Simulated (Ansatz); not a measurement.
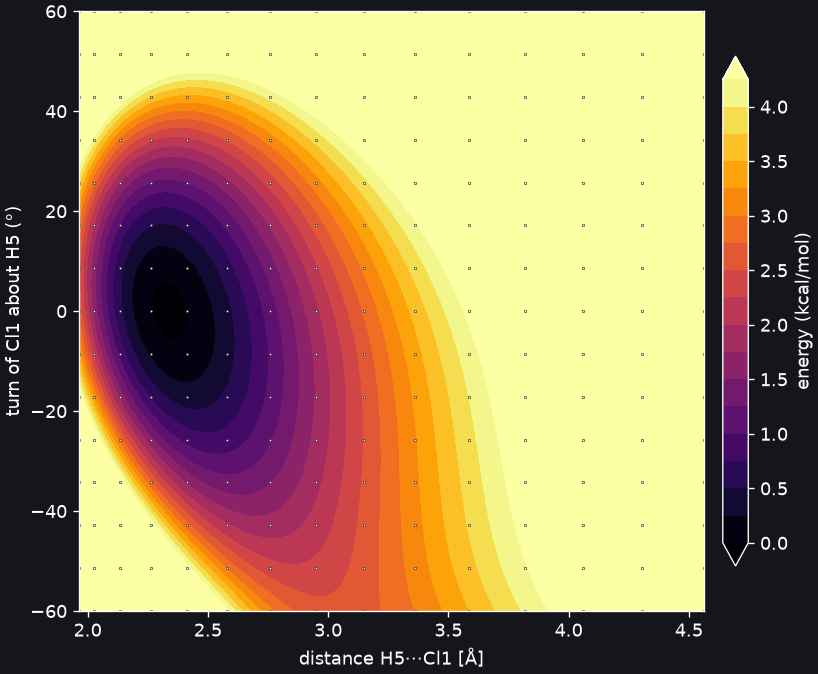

The pair Cl···H₃N, charge −1. The turn is about an axis along (0.74, 0.67, −0.06) in the frame of the relaxed pair, normal to the line between the partners. First axis: distance H5···Cl1. Second axis: turn of Cl1 about H5. Grid: 15 × 15 points. Energies: kcal/mol, counted from the lowest grid point. Method: RKS PBE0-D4/def2-TZVPD in Ansatz 0.2.0.

The picture shows filled contours, dots at the grid points, one colour for all values above the top of the scale. Between grid points the surface is interpolated.

Question: Where is the minimum, and how stiff is the well along each coordinate?

Answer: The interpolated minimum is at distance H5···Cl1 ≈ 2.337 Å, turn of Cl1 about H5 ≈ 0.0°. The curvatures there are about 1 eV/Å² and 0.51 eV/rad², with a cross term of about 0.19 eV/(Å·rad). Round the minimum the valley is somewhat tilted: raising distance H5···Cl1 shifts the best value of turn of Cl1 about H5 downwards (coupling k₁₂/√(k₁₁k₂₂) about 0.3). (1 eV is 23.1 kcal/mol.)
